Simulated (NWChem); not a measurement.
# One shape, several levels: C2H3AlF2 (SMILES F/C=[CH]\[AlH][F])

We compute a comparison of 5 runs (HF/STO-3G, HF/3-21G, B3LYP/6-31G*, r2SCAN/def2-SVP) of C2H3AlF2. 

The calculation is run with NWChem 7.3.0.

### 1 Starting point

C2H3AlF2 has 8 atoms, charge 0, and is taken as a singlet. SMILES: `F/C=[CH]\[AlH][F]`. Geometry: a GFN2-xTB relaxation, a rough one for these elements and not checked as a minimum. This is one conformer, not always the lowest.

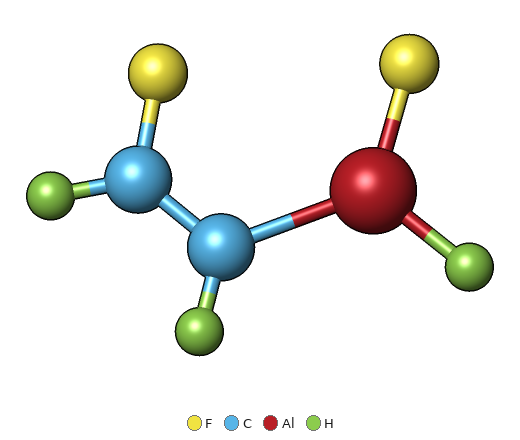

The structure, seen from a chosen angle (fluorine yellow, carbon blue, aluminium red, hydrogen green).

### 2 Energy and gradient at HF/STO-3G (run 1)

run.py reads:

```python
from ase import Atoms
from ase.calculators.nwchem import NWChem

atoms = Atoms('FCCAlFHHH', positions=[
    [-0.408800, 1.340980, 1.287530],
    [0.507890, 0.353230, 1.264510],
    [0.578770, -0.458610, 0.218190],
    [-0.674720, -0.200620, -1.297730],
    [-1.836910, 0.956260, -1.402490],
    [1.103980, 0.360820, 2.171510],
    [1.338490, -1.231980, 0.263340],
    [-0.608700, -1.120080, -2.504860],
])

calc = NWChem(
    label='c2h3alf2',
    theory='scf',
    memory='2200 mb',
    basis='STO-3G',
    basispar='spherical bse',
    scf={'nopen': '0', 'rhf': None, 'thresh': '1e-08', 'maxiter': '80'},
)
atoms.calc = calc

forces = atoms.get_forces()
print("Total energy (eV):", round(atoms.get_potential_energy(), 6))
print("forces (eV/A):")
for s, f in zip(atoms.symbols, forces):
    print(f"{s:2s} {f[0]:10.5f} {f[1]:10.5f} {f[2]:10.5f}")
print("dipole (e A):", atoms.get_dipole_moment().round(4))
```

Command:

```console
$ export ASE_NWCHEM_COMMAND="nwchem PREFIX.nwi > PREFIX.nwo"
$ python run.py
```

Output:

```text
Total energy (eV): -13922.69338
forces (eV/A):
F    -0.64910    0.72382    0.05394
C     0.05425   -0.86117   -1.14851
C    -1.31188    1.05677   -0.45843
Al    0.44933   -0.41662    0.07112
F     1.14496   -0.86950    0.48897
H     0.43051   -0.33378    0.17396
H    -0.16162    0.05086   -0.17232
H     0.04350    0.64961    0.99126
dipole (e A): [ 0.2122 -0.2249  0.0014]
```

The calculator wrote c2h3alf2.nwi:

```
title "c2h3alf2"

permanent_dir c2h3alf2

scratch_dir c2h3alf2

start c2h3alf2

geometry units angstrom nocenter noautosym noautoz
  F  -4.0880000000000000e-01 1.3409800000000001e+00 1.2875300000000001e+00
  C  5.0788999999999995e-01 3.5322999999999999e-01 1.2645100000000000e+00
  C  5.7877000000000001e-01 -4.5861000000000002e-01 2.1819000000000000e-01
  Al -6.7471999999999999e-01 -2.0061999999999999e-01 -1.2977300000000001e+00
  F  -1.8369100000000000e+00 9.5626000000000000e-01 -1.4024900000000000e+00
  H  1.1039800000000000e+00 3.6081999999999997e-01 2.1715100000000001e+00
  H  1.3384900000000000e+00 -1.2319800000000001e+00 2.6334000000000002e-01
  H  -6.0870000000000002e-01 -1.1200800000000000e+00 -2.5048599999999999e+00
end

memory 2200 mb

basis spherical bse noprint
   * library STO-3G
end

scf
  nopen 0
  rhf
  thresh 1e-08
  maxiter 80
end

task scf gradient
```

c2h3alf2.nwo:

```text
Northwest Computational Chemistry Package (NWChem) 7.3.0
             --------------------------------------------------------

           Job information
           ---------------

    nwchem branch   = 7.3.0
    use scalapack   = T
    input           = c2h3alf2.nwi
    prefix          = c2h3alf2.
    data base       = c2h3alf2/c2h3alf2.db
    status          = startup
    nproc           =        1

           Memory information
           ------------------

    heap     =     72089598 doubles =      550.0 Mbytes
    stack    =     72089595 doubles =      550.0 Mbytes
    global   =    144179200 doubles =     1100.0 Mbytes (distinct from heap & stack)
    total    =    288358393 doubles =     2200.0 Mbytes
    verify   = yes
    hardfail = no

[... 135 lines left out ...]
 Convergence threshold     :          1.000E-08
[... 13 lines left out ...]
       Final RHF  results
[... 3 lines left out ...]
      One-electron energy =  -1116.377302673638
[... 1 line left out ...]
 Nuclear repulsion energy =    200.701238434640
[... 40 lines left out ...]
                       ROHF Final Molecular Orbital Analysis
[... 224 lines left out ...]
                         RHF ENERGY GRADIENTS

    atom               coordinates                        gradient
                 x          y          z           x          y          z
   1 F      -0.772520   2.534085   2.433079    0.012623  -0.014076  -0.001049
   2 C       0.959773   0.667508   2.389577   -0.001055   0.016747   0.022335
   3 C       1.093717  -0.866647   0.412319    0.025512  -0.020551   0.008915
[... 4 lines of this table left out ...]
   8 H      -1.150276  -2.116644  -4.733499   -0.000846  -0.012633  -0.019277

                 ----------------------------------------
                 |  Time  |  1-e(secs)   |  2-e(secs)   |
                 ----------------------------------------
                 |  CPU   |       0.00   |       0.26   |
                 ----------------------------------------
                 |  WALL  |       0.00   |       0.26   |
                 ----------------------------------------

 Task  times  cpu:        1.5s     wall:        1.5s
 Total times  cpu:        1.5s     wall:        1.5s
```

It took 2.5 s on 1 thread of Intel Xeon 6975P-C (Granite Rapids), shared host; peak memory 0.098 GiB.

### 3 Energy and gradient at HF/3-21G (run 2)

job.nw reads:

```
start job
memory 2200 mb

geometry noautosym nocenter noautoz
F       -0.408800       1.340980       1.287530
C        0.507890       0.353230       1.264510
C        0.578770      -0.458610       0.218190
Al      -0.674720      -0.200620      -1.297730
F       -1.836910       0.956260      -1.402490
H        1.103980       0.360820       2.171510
H        1.338490      -1.231980       0.263340
H       -0.608700      -1.120080      -2.504860
end

basis spherical bse
* library 3-21G
end

scf
singlet
rhf
thresh 1e-08
maxiter 80
noprint "final vectors analysis"
end

task scf gradient
```

Command:

```console
$ nwchem job.nw > job.out
```

Output:

```text
[...]
  functions       =    55
[...]
  wavefunction    = RHF
[...]
         Total SCF energy =   -515.501259582240
      One-electron energy =  -1116.247356797767
      Two-electron energy =    400.044858780886
 Nuclear repulsion energy =    200.701238434640
        Time for solution =      1.2s
[...]
                         RHF ENERGY GRADIENTS
    atom               coordinates                        gradient
                 x          y          z           x          y          z
   1 F      -0.772520   2.534085   2.433079    0.014053  -0.017177  -0.003301
   2 C       0.959773   0.667508   2.389577   -0.016516   0.022388   0.007114
   3 C       1.093717  -0.866647   0.412319    0.001939  -0.010901  -0.012806
   4 Al     -1.275036  -0.379117  -2.452354   -0.012174   0.000015  -0.018090
   5 F      -3.471257   1.807069  -2.650322    0.003696  -0.006970  -0.004383
   6 H       2.086220   0.681851   4.103559    0.004352   0.003038   0.010836
   7 H       2.529379  -2.328105   0.497640    0.006172  -0.004424   0.003041
   8 H      -1.150276  -2.116644  -4.733499   -0.001522   0.014031   0.017590
[...]
```

It took 2.2 s on 1 thread of Intel Xeon 6975P-C (Granite Rapids), shared host; peak memory 0.099 GiB.

### 4 Energy and forces at B3LYP/6-31G(d) (spherical functions) (run 3)

c2h3alf2.nw reads:

```
start c2h3alf2
memory total 2200 mb
geometry units angstroms noautosym nocenter noautoz
 F       -0.408800       1.340980       1.287530
 C        0.507890       0.353230       1.264510
 C        0.578770      -0.458610       0.218190
 Al      -0.674720      -0.200620      -1.297730
 F       -1.836910       0.956260      -1.402490
 H        1.103980       0.360820       2.171510
 H        1.338490      -1.231980       0.263340
 H       -0.608700      -1.120080      -2.504860
end
basis "ao basis" spherical bse
 F library 6-31G*
 C library 6-31G*
 Al library 6-31G*
 H library 6-31G*
end
dft
 xc b3lyp
 grid xfine
 convergence energy 1e-08
 maxiter 100
 mulliken
end
task dft gradient
```

Command:

```console
$ nwchem c2h3alf2.nw > c2h3alf2.out
```

Output:

```text
[...]
          Wavefunction type:  closed shell.
          No. of atoms     :     8
          No. of electrons :    46
[...]
          Charge           :     0
          Spin multiplicity:     1
[...]
          AO basis - number of functions:    80
[...]
              XC Information
              --------------
                         B3LYP Method XC Potential
                     Hartree-Fock (Exact) Exchange  0.200
                        Slater Exchange Functional  0.800 local
                    Becke 1988 Exchange Functional  0.720 non-local
              Lee-Yang-Parr Correlation Functional  0.810
                  VWN I RPA Correlation Functional  0.190 local
[...]
 d= 0,ls=0.0,diis     1   -520.0570143083 -7.21D+02  1.73D-02  9.31D-01     2.3
[...]
 d= 0,ls=0.0,diis    10   -520.1656672673 -3.02D-10  2.18D-07  1.23D-09    19.4
         Total DFT energy =     -520.165667267251
      One electron energy =    -1120.182950342385
           Coulomb energy =      450.993664137082
    Exchange-Corr. energy =      -51.677619496588
 Nuclear repulsion energy =      200.701238434640
[...]
      Total Density - Mulliken Population Analysis
     ---------------------------------------------
    Atom       Charge   Shell Charges
 -----------   ------   -------------------------------------------------------
    1 F    9     9.28   2.00  0.94  3.31  1.03  1.99  0.02
    2 C    6     5.78   2.00  0.70  1.94  0.43  0.64  0.07
    3 C    6     6.41   2.00  0.67  2.05  0.65  1.02  0.02
    4 Al  13    12.29   2.00  2.00  5.96  0.76  1.03  0.16  0.16  0.22
    5 F    9     9.45   2.00  0.92  3.31  1.05  2.17  0.01
    6 H    1     0.85   0.53  0.32
    7 H    1     0.85   0.52  0.32
    8 H    1     1.10   0.51  0.59
[...]
  wavefunction    = closed shell
                         DFT ENERGY GRADIENTS
    atom               coordinates                        gradient
                 x          y          z           x          y          z
   1 F      -0.772520   2.534085   2.433079    0.002073  -0.005619  -0.004901
   2 C       0.959773   0.667508   2.389577    0.001400  -0.001424   0.000193
   3 C       1.093717  -0.866647   0.412319    0.009412  -0.002118   0.010995
   4 Al     -1.275036  -0.379117  -2.452354   -0.013955   0.002006  -0.017986
   5 F      -3.471257   1.807069  -2.650322    0.005168  -0.007771  -0.003297
   6 H       2.086220   0.681851   4.103559   -0.001559   0.000364  -0.001840
   7 H       2.529379  -2.328105   0.497640   -0.001210   0.002213   0.001334
   8 H      -1.150276  -2.116644  -4.733499   -0.001328   0.012348   0.015502
[...]
```

Run time: 25 s. Hardware: 1 thread of Intel Xeon 6975P-C (Granite Rapids), shared host; peak memory 0.14 GiB.

Run 4 isn't shown in full; the table further down has it.

### 5 Energy and gradient at r2SCAN/def2-SVP (run 5)

work.xyz reads:

```xyz
8
C2H3AlF2 gradient
F     -0.408800     1.340980     1.287530
C      0.507890     0.353230     1.264510
C      0.578770    -0.458610     0.218190
Al    -0.674720    -0.200620    -1.297730
F     -1.836910     0.956260    -1.402490
H      1.103980     0.360820     2.171510
H      1.338490    -1.231980     0.263340
H     -0.608700    -1.120080    -2.504860
```

work.nw reads:

```
start work
title "C2H3AlF2 gradient"
memory stack 880 mb heap 220 mb global 1100 mb

geometry units angstroms noautosym nocenter noautoz
load work.xyz
end

basis spherical bse
F library def2-SVP
C library def2-SVP
Al library def2-SVP
H library def2-SVP
end

dft
xc r2scan
mult 1
grid xfine
convergence energy 1e-08
maxiter 100
mulliken
print medium
end

task dft gradient
```

Command:

```console
$ nwchem work.nw > work.out
```

Output:

```text
[...]
          Wavefunction type:  closed shell.
          No. of atoms     :     8
          No. of electrons :    46
[...]
          Charge           :     0
          Spin multiplicity:     1
[...]
          AO basis - number of functions:    89
[...]
              XC Information
              --------------
                      r^2SCAN Method XC Functional
               r^2SCAN metaGGA Exchange Functional  1.000
                     r^2SCAN Correlation Potential  1.000
[...]
 d= 0,ls=0.0,diis     1   -519.6181220539 -7.20D+02  1.94D-02  8.90D-01     2.6
[...]
 d= 0,ls=0.0,diis    11   -519.7215668739 -3.10D-10  2.47D-07  1.01D-09    27.1
         Total DFT energy =     -519.721566873931
      One electron energy =    -1119.451752780389
           Coulomb energy =      450.452921695871
    Exchange-Corr. energy =      -51.423974224053
 Nuclear repulsion energy =      200.701238434640
[...]
      Total Density - Mulliken Population Analysis
     ---------------------------------------------
    Atom       Charge   Shell Charges
 -----------   ------   -------------------------------------------------------
    1 F    9     9.20   1.99  1.14  0.78  3.34  1.94  0.01
    2 C    6     5.75   1.99  0.93  0.21  1.95  0.60  0.08
    3 C    6     6.45   1.99  0.90  0.43  2.05  1.07  0.02
    4 Al  13    12.11   2.00  1.99  0.79  0.08  5.93  0.77  0.32  0.24
    5 F    9     9.40   1.99  1.12  0.81  3.34  2.13  0.00
    6 H    1     0.95   0.75  0.18  0.02
    7 H    1     0.93   0.73  0.17  0.03
    8 H    1     1.20   0.74  0.45  0.01
[...]
  wavefunction    = closed shell
                         DFT ENERGY GRADIENTS
    atom               coordinates                        gradient
                 x          y          z           x          y          z
   1 F      -0.772520   2.534085   2.433079   -0.001911  -0.001046  -0.004406
   2 C       0.959773   0.667508   2.389577    0.008320  -0.008194   0.000996
   3 C       1.093717  -0.866647   0.412319    0.014555  -0.003481   0.016793
   4 Al     -1.275036  -0.379117  -2.452354   -0.018226   0.006360  -0.018219
   5 F      -3.471257   1.807069  -2.650322    0.008484  -0.011148  -0.003107
   6 H       2.086220   0.681851   4.103559   -0.004896   0.000164  -0.007141
   7 H       2.529379  -2.328105   0.497640   -0.005183   0.005807   0.000459
   8 H      -1.150276  -2.116644  -4.733499   -0.001143   0.011537   0.014626
[...]
```

It took 35 s on 1 thread of Intel Xeon 6975P-C (Granite Rapids), shared host; peak memory 0.14 GiB.

### 6 The series

```tsv
run	level	iteration cap	module	energy (Eh)	dipole moment (D)	HOMO energy (eV)	LUMO energy (eV)	wall time
1	HF/STO-3G	80	scf	-511.649549	1.48	-7.74	7.74	2.5 s
2	HF/3-21G	80	scf	-515.501260	3.48	–	–	2.2 s
3	B3LYP/6-31G* (spherical functions)	100	dft	-520.165667	2.68	-7.44	-1.41	25 s
4	B3LYP/6-31G* (Cartesian functions)	100	dft	-520.171389	2.68	-7.44	-1.41	26 s
5	r2SCAN/def2-SVP	100	dft	-519.721567	2.67	-7.00	-1.97	35 s
```

### 7 Outcome

| quantity | value |
| --- | --- |
| run 5: total energy | -519.72157 Eh |
| run 5: dipole moment | 2.67 D |
| run 5: HOMO energy | -7.00 eV |
| run 5: LUMO energy | -1.97 eV |
| run 5: HOMO–LUMO gap | 5.03 eV |
| run 5: largest force on an atom | 1.365 eV/Å |

In words: The dipole moment (its size) runs from 1.48 D (HF/STO-3G) to 3.48 D (HF/3-21G). Over runs 1, 3, 4, 5 the HOMO–LUMO gap runs from 5.03 eV (r2SCAN/def2-SVP) to 15.48 eV (HF/STO-3G). The two ends differ in method and basis. Totals of different functionals can't be ranked against each other. In run 1 the basis is minimal, so the values are rough. All runs together took 90 s, the longest 35 s.
